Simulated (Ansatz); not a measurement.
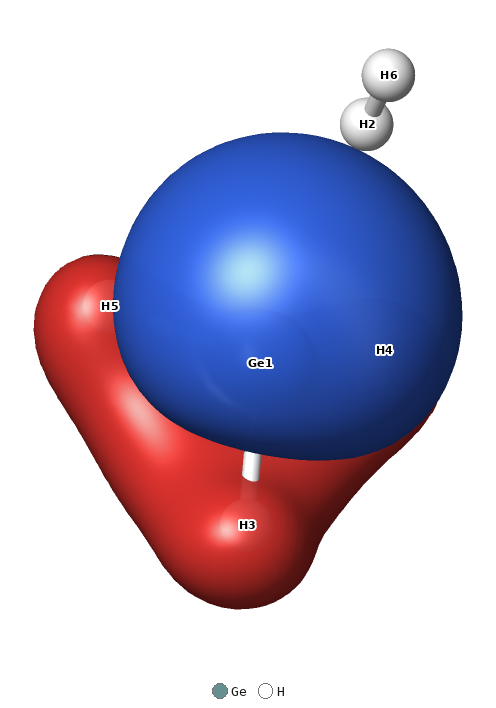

The picture shows: GeH3···H2 (doublet). The LUMO (β) at ±0.1 Å⁻³ᐟ² (red and blue are the two phases), seen at an oblique angle.

Method: UKS B3LYP/def2-SVP in Ansatz 0.2.0.

```xyz
6

Ge    0.0006    0.0000   -0.6193
H    -0.0001    0.0000    3.0861
H     1.4711    0.0000   -1.1012
H    -0.7348    1.2735   -1.1008
H    -0.7348   -1.2735   -1.1008
H    -0.0005    0.0000    3.8475
```

What is the character of this orbital?

By Hirshfeld shares it lies mainly on Ge1 (about 80 %). Its energy is −3.22 eV.
